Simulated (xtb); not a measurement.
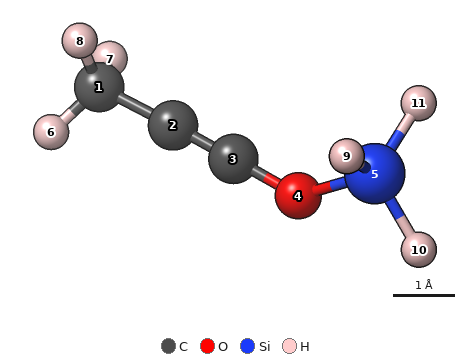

**Figure 1.** The structure as given in the input (ball-and-stick view, seen at a tilt; atoms are numbered from 1 in the order of the input). Bond lengths as drawn: C–C 1.20 to 1.45 Å, C–H 1.09 Å, C–O 1.29 Å, H–Si 1.45 to 1.46 Å and O–Si 1.63 Å.

## Frequency calculation, with input and output: C$_{3}$H$_{6}$OSi (part 1 of 2)

C$_{3}$H$_{6}$OSi, computed with GFN2-xTB (xtb 6.7.1 later snapshot).

The geometry was optimised with GFN2-xTB.

## The input (coord)
```
$coord
     -3.015095826363     -2.716953735681      2.848176317775  c
     -1.024023689673     -1.420072490873      1.485173555866  c
      0.669303198820     -0.382669540237      0.398203088981  c
      2.511653889501      0.719551016474     -0.760444689811  o
      2.770036142521      2.838500920017     -2.974655687296  si
     -2.438710461091     -3.052323431018      4.796559541309  h
     -3.423219977498     -4.527254671288      1.955053956754  h
     -4.728642784390     -1.574784368696      2.849064489053  h
      1.589240773549      5.213225254528     -2.189361098946  h
      5.514220831658      2.946876713264     -3.099982323881  h
      1.575237902966      1.955904333510     -5.307824944326  h
$end
```

## File input.inp
```
$chrg 0
$spin 0
$symmetry
   desy=0.1
$end
```

Hardware: 1 thread of Arm Neoverse N1, 16 GiB of memory available, shared host.

Command:
```bash
xtb coord --hess --input input.inp > out.txt 2> xtb.err
```

## What the program printed
```
* xtb version 6.7.1
   ID    Z sym.   atoms
    1    6 c      1-3
    2    8 o      4
    3   14 si     5
    4    1 h      6-11

           -------------------------------------------------
          |                Calculation Setup                |
           -------------------------------------------------

          program call               : xtb coord --hess --input input.inp
          coordinate file            : coord
          omp threads                :                     1

           -------------------------------------------------
          |                 G F N 2 - x T B                 |
           -------------------------------------------------

      * Hamiltonian:
        H0-scaling (s, p, d)           1.850000    2.230000    2.230000
        zeta-weighting                 0.500000
      * Dispersion:
        s8                             2.700000
        a1                             0.520000
        a2                             5.000000
        s9                             5.000000
      * Repulsion:
        kExp                           1.500000    1.000000
        rExp                           1.000000
      * Coulomb:
        alpha                          2.000000
        third order                    shell-resolved
        anisotropic                    true
        a3                             3.000000
        a5                             4.000000
        cn-shift                       1.200000
        cn-exp                         4.000000
        max-rad                        5.000000

          ...................................................
          :                      SETUP                      :
          :.................................................:
          :  # basis functions                  32          :
          :  # atomic orbitals                  31          :
          :  # shells                           17          :
          :  # electrons                        28          :
          :  max. iterations                   250          :
          :  Hamiltonian                  GFN2-xTB          :
          :  restarted?                      false          :
          :  GBSA solvation                  false          :
          :  PC potential                    false          :
          :  electronic temp.          300.0000000     K    :
          :  accuracy                    1.0000000          :
          :  -> integral cutoff          0.2500000E+02      :
          :  -> integral neglect         0.1000000E-07      :
          :  -> SCF convergence          0.1000000E-05 Eh   :
          :  -> wf. convergence          0.1000000E-03 e    :
          :  Broyden damping             0.4000000          :
          :  net charge                          0          :
          :  unpaired electrons                  0          :
          ...................................................

 iter      E             dE          RMSdq      gap      omega  full diag
   1    -15.4464874 -0.154465E+02  0.685E+00    5.68       0.0  T
   2    -15.5057614 -0.592740E-01  0.386E+00    4.65       1.0  T
   3    -15.4822317  0.235296E-01  0.229E+00    5.58       1.0  T
   4    -15.5092060 -0.269742E-01  0.134E+00    5.32       1.0  T
   5    -15.5156384 -0.643239E-02  0.518E-01    5.32       1.0  T
   6    -15.5157043 -0.659166E-04  0.130E-01    5.32       1.0  T
   7    -15.5157646 -0.603379E-04  0.610E-02    5.29       1.0  T
   8    -15.5157651 -0.517668E-06  0.184E-02    5.30       1.6  T
   9    -15.5157658 -0.642831E-06  0.916E-03    5.30       3.3  T
  10    -15.5157661 -0.269399E-06  0.326E-03    5.30       9.2  T
  11    -15.5157661 -0.389875E-07  0.105E-03    5.30      28.8  T
  12    -15.5157661 -0.486332E-08  0.223E-04    5.30     135.2  T
  13    -15.5157661 -0.554223E-10  0.188E-04    5.30     160.6  T

   *** convergence criteria satisfied after 13 iterations ***

         #    Occupation            Energy/Eh            Energy/eV
      -------------------------------------------------------------
         1        2.0000           -0.7620152             -20.7355
       ...           ...                  ...                  ...
         8        2.0000           -0.4866486             -13.2424
         9        2.0000           -0.4836363             -13.1604
        10        2.0000           -0.4834452             -13.1552
        11        2.0000           -0.4290342             -11.6746
        12        2.0000           -0.4282087             -11.6522
        13        2.0000           -0.3813246             -10.3764
        14        2.0000           -0.3774241             -10.2702 (HOMO)
        15                         -0.1827695              -4.9734 (LUMO)
        16                         -0.1717220              -4.6728
        17                         -0.1676451              -4.5619
        18                         -0.1190151              -3.2386
        19                         -0.1139525              -3.1008
       ...                                ...                  ...
        31                          1.4995977              40.8061
      -------------------------------------------------------------
                  HL-Gap            0.1946546 Eh            5.2968 eV
             Fermi-level           -0.2800968 Eh           -7.6218 eV

 SCC (total)                   0 d,  0 h,  0 min,  0.008 sec
 SCC setup                      ...        0 min,  0.000 sec (  1.172%)
 Dispersion                     ...        0 min,  0.000 sec (  0.813%)
 classical contributions        ...        0 min,  0.000 sec (  0.149%)
 integral evaluation            ...        0 min,  0.001 sec ( 12.068%)
 iterations                     ...        0 min,  0.005 sec ( 58.229%)
 molecular gradient             ...        0 min,  0.002 sec ( 26.287%)
 printout                       ...        0 min,  0.000 sec (  1.101%)

         :::::::::::::::::::::::::::::::::::::::::::::::::::::
         ::                     SUMMARY                     ::
         :::::::::::::::::::::::::::::::::::::::::::::::::::::
         :: total energy             -15.268572690928 Eh    ::
         :: gradient norm              0.000104797551 Eh/a0 ::
         :: HOMO-LUMO gap              5.296821133828 eV    ::
         ::.................................................::
         :: SCC energy               -15.515774431947 Eh    ::
         :: -> isotropic ES            0.025389173588 Eh    ::
         :: -> anisotropic ES          0.004947439093 Eh    ::
         :: -> anisotropic XC          0.004264361420 Eh    ::
         :: -> dispersion             -0.005592214390 Eh    ::
         :: repulsion energy           0.247201741020 Eh    ::
         :: add. restraining           0.000000000000 Eh    ::
         :: total charge               0.000000000000 e     ::
         :::::::::::::::::::::::::::::::::::::::::::::::::::::

           -------------------------------------------------
          |                Numerical Hessian                |
           -------------------------------------------------
step length          :   0.00500
SCC accuracy         :   0.30000
Hessian scale factor :   1.00000
frozen atoms in %    :   0.00000    0
RMS gradient         :   0.00010
estimated CPU  time      0.01 min

writing file <hessian>, containing the non-mass-weighted Hessian matrix in atomic units (Eₕ/Bohr²).

 projected vibrational frequencies (cm⁻¹)
eigval :       -0.00    -0.00    -0.00     0.00     0.00     0.00
eigval :       -4.52    97.13   100.44   204.54   208.94   316.62
eigval :      348.08   587.77   590.44   665.39   748.60   801.76
eigval :      831.40   941.92  1034.51  1035.47  1318.02  1397.58
eigval :     1461.92  1462.37  2243.74  2272.42  2344.29  2461.50
eigval :     2997.31  2998.43  3007.78
           -------------------------------------------------
          |                Property Printout                |
           -------------------------------------------------

    * Orbital Energies and Occupations

         #    Occupation            Energy/Eh            Energy/eV
      -------------------------------------------------------------
         1        2.0000           -0.7620161             -20.7355
         2        2.0000           -0.6834194             -18.5968
         3        2.0000           -0.6145072             -16.7216
         4        2.0000           -0.5934901             -16.1497
         5        2.0000           -0.5520730             -15.0227
         6        2.0000           -0.5291215             -14.3981
         7        2.0000           -0.5205791             -14.1657
         8        2.0000           -0.4866486             -13.2424
         9        2.0000           -0.4836364             -13.1604
        10        2.0000           -0.4834453             -13.1552
        11        2.0000           -0.4290351             -11.6746
        12        2.0000           -0.4282096             -11.6522
        13        2.0000           -0.3813245             -10.3764
        14        2.0000           -0.3774240             -10.2702 (HOMO)
        15                         -0.1827717              -4.9735 (LUMO)
        16                         -0.1717236              -4.6728
        17                         -0.1676470              -4.5619
        18                         -0.1190152              -3.2386
        19                         -0.1139529              -3.1008
        20                         -0.0313819              -0.8539
        21                         -0.0077602              -0.2112
        22                          0.0665324               1.8104
        23                          0.1752011               4.7675
        24                          0.2349056               6.3921
        25                          0.2352313               6.4010
       ...                                ...                  ...
        31                          1.4995978              40.8061
      -------------------------------------------------------------
                  HL-Gap            0.1946524 Eh            5.2968 eV
             Fermi-level           -0.2800979 Eh           -7.6219 eV

     #   Z          covCN         q      C6AA      α(0)
     1   6          3.753    -0.081    22.105     6.704
     2   6          1.960    -0.101    33.852     9.396
     3   6          1.905     0.081    29.071     8.708
     4   8          1.625    -0.281    18.701     5.837
     5  14          3.595     0.500    98.169    19.034
     6   1          0.925     0.053     2.281     2.362
     7   1          0.925     0.053     2.284     2.364
     8   1          0.925     0.053     2.285     2.364
     9   1          0.918    -0.094     5.366     3.623
    10   1          0.921    -0.088     5.172     3.557
    11   1          0.918    -0.094     5.365     3.623

 Mol. C6AA /au·bohr⁶  :       1705.086716
 Mol. C8AA /au·bohr⁸  :      51385.157060
 Mol. α(0) /au        :         67.570926

Wiberg/Mayer (AO) data.
largest (>0.10) Wiberg bond orders for each atom
```
